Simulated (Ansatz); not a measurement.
**ClFH$_{4}$W: density, localisation and related maps**

The calculation's input:

```
crystal:
  periodic: [false, false, false]
  atoms:
    - { symbol: W, position_ang: [0.0, 0.0, 0.0] }
    - { symbol: Cl, position_ang: [0.0, 0.0, 2.39] }
    - { symbol: H, position_ang: [1.72, 0.0, 0.0] }
    - { symbol: F, position_ang: [0.0, 1.85, 0.0] }
    - { symbol: H, position_ang: [-1.72, 0.0, 0.0] }
    - { symbol: H, position_ang: [0.0, -1.72, 0.0] }
    - { symbol: H, position_ang: [0.0, 0.0, -1.72] }
basis:
  gaussian: { orbitals: def2-SVP }
hamiltonian:
  xc: hf
relax:
  f_tol: 0.02
  max_steps: 40
output:
  orbitals: {}
```

Command:

```sh
ansatz run input.yaml --threads 1 --pin off --max-ram 2048MiB --backend cpu --events-out ev --progress --plain --runs-dir out
```

The fields are those of the run's last geometry, not of the input's.

Core potentials replace the inner electrons of W.

All numbers below come from RHF/def2-SVP in Ansatz 0.2.0.

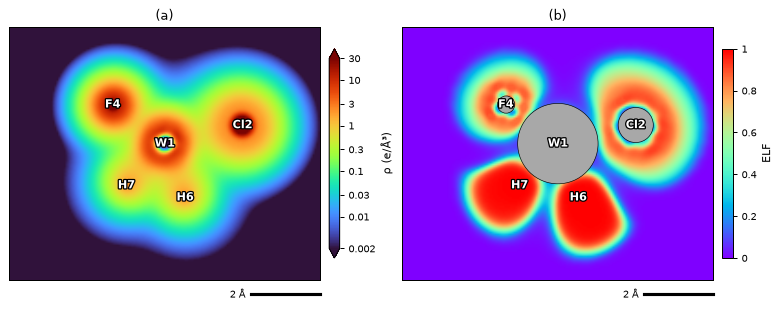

Figure 1. (a) electron density; (b) ELF on the plane of atoms F4, W1 and H6. Grey discs cover the atomic cores in the ELF map.

Q: Interpret the plot.

A: The section cuts through W, Cl, F and H sites.
W–F (1.88 Å): ρ at the midpoint is about 1 e/Å³; the ELF peaks at about 0.85 in the valence shell of F, 0.5 Å from its nucleus, and drops to about 0.25 between the two atoms.
W–Cl (2.32 Å): ρ is about 0.64 e/Å³ halfway; the ELF peaks at about 0.85 in the valence shell of Cl, 0.8 Å from its nucleus, and is about 0.35 at the midpoint.
W–H (1.65 Å): ρ at the midpoint is about 1.8 e/Å³; the ELF climbs to about 1 towards the hydrogen.

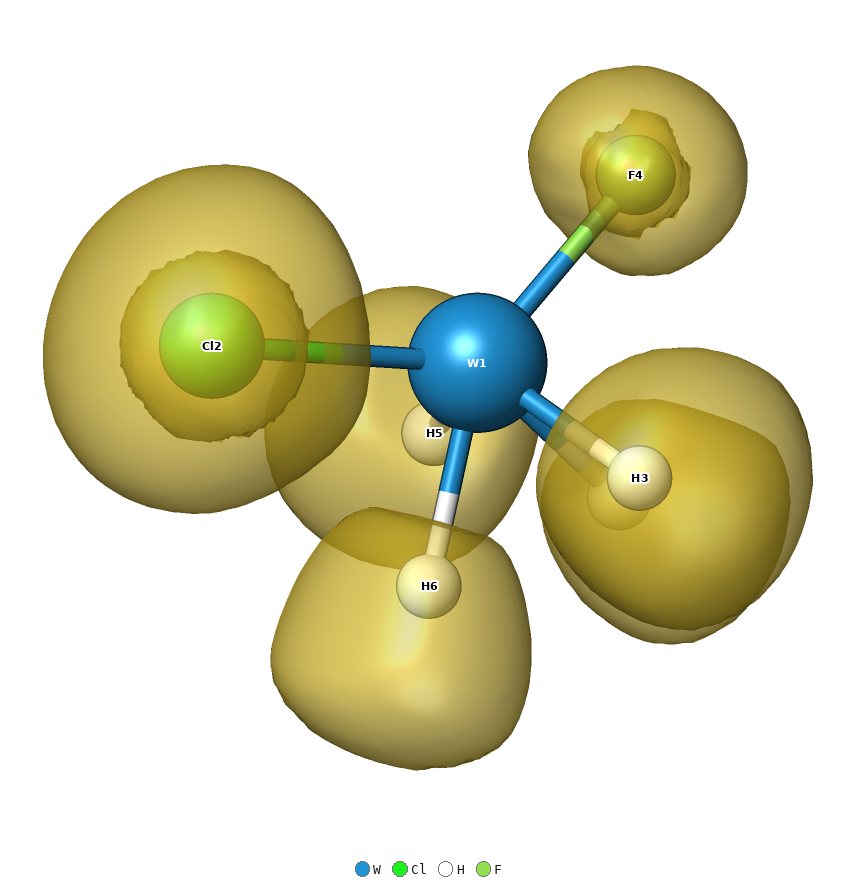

Figure 2. Isosurface of the ELF at 0.75 (yellow), seen at a tilt. Core shells and regions of very low density are left out.

Q: What do the ELF domains correspond to?

A: The surface consists of four regions around hydrogen nuclei, one region wrapped around Cl (its valence shell) and one region wrapped around F (its valence shell).

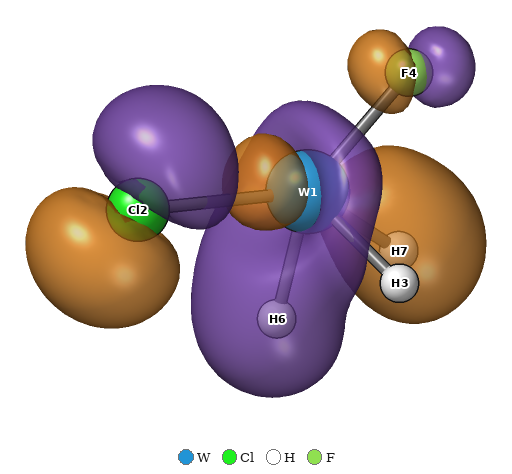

Figure 3. The HOMO at ±0.1 Å⁻³ᐟ² (orange and purple are the two phases), seen at a tilt.

Q: Describe this orbital and give its energy.

A: Its weight (Hirshfeld) is mainly on W1 (about 35 %), Cl2 (about 30 %), H7 (about 15 %) and H6 (about 15 %). Its energy is −11.51 eV.

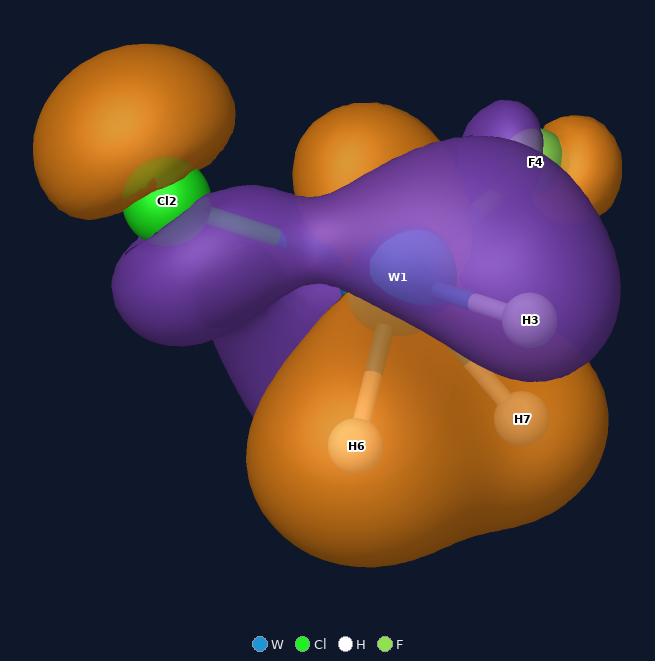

Figure 4. The HOMO−1 at ±0.08 Å⁻³ᐟ² (orange and purple are the two phases), seen at a tilt.

Q: Describe this orbital and give its energy.

A: It lies mainly on W1 (about 50 %), H6 (about 15 %), Cl2 (about 10 %), H3 (about 5 %), H5 (about 5 %) and H7 (about 5 %). Its energy is −12.93 eV.
